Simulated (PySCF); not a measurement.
```yaml
atoms:
  - { symbol: C, position_ang: [-2.1242, 1.7908, -2.5500] }
  - { symbol: C, position_ang: [-1.8314, 1.0459, -1.6608] }
  - { symbol: C, position_ang: [-1.4379, 0.1677, -0.5792] }
  - { symbol: C, position_ang: [0.0075, 0.4475, -0.1424] }
  - { symbol: C, position_ang: [0.4283, -0.4408, 0.9448] }
  - { symbol: C, position_ang: [0.1478, -1.4256, 1.7900] }
  - { symbol: C, position_ang: [1.4797, -0.8563, 1.8550] }
  - { symbol: C, position_ang: [2.6914, -0.7791, 2.3484] }
  - { symbol: H, position_ang: [-2.3977, 2.4355, -3.3305] }
  - { symbol: H, position_ang: [-1.5285, -0.8719, -0.9072] }
  - { symbol: H, position_ang: [-2.1127, 0.3170, 0.2687] }
  - { symbol: H, position_ang: [0.6888, 0.3199, -0.9906] }
  - { symbol: H, position_ang: [0.1035, 1.4871, 0.1888] }
  - { symbol: H, position_ang: [-0.5459, -2.1375, 2.1675] }
  - { symbol: H, position_ang: [3.4058, -0.0639, 1.9773] }
  - { symbol: H, position_ang: [3.0181, -1.4273, 3.1436] }
```

Geometry: GFN2-xTB.

Level of theory: PBE0/pcSseg-1, SCF density, gas phase, non-relativistic (PySCF).

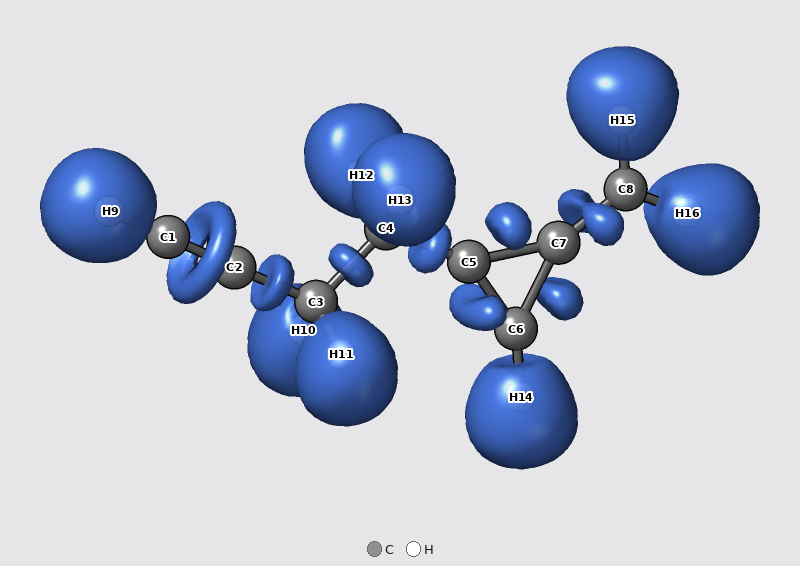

C8H8 (SMILES C#CCCC1=CC1=C). Isosurface of the ELF at 0.85 (blue), seen at a tilt. Only the valence region is drawn (cores and ρ < 0.01 e/Å³ removed).

Where are the electrons localised?

Answer. The surface consists of eight regions between bonded C–C atoms (shared pairs) and eight regions around hydrogen nuclei.

Values along the shortest contacts:
C–C (1.20 Å): the ELF peaks at about 0.85 between the atoms; a multiple bond. C–H (1.05 Å): the ELF climbs to about 1 towards the hydrogen, as it does in any bond to H (an ordinary covalent bond to hydrogen).
